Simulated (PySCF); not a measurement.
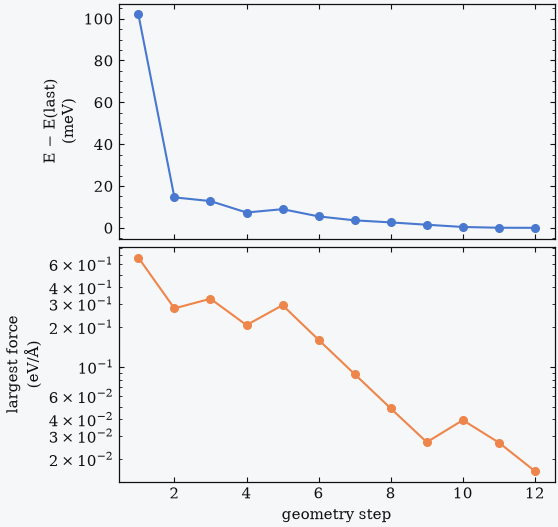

History of a geometry optimisation. C2H3NO (SMILES C=NC=O); PBE0-D3(BJ)/def2-SVP, geometry optimisation in PySCF.

The optimisation met its thresholds at geometry 12, counting the start as the first. The energy fell by about 100 meV from the first step to the last, with a rise at step 5. The largest force goes from about 0.67 eV/Å at the start to 0.016 eV/Å at the end.
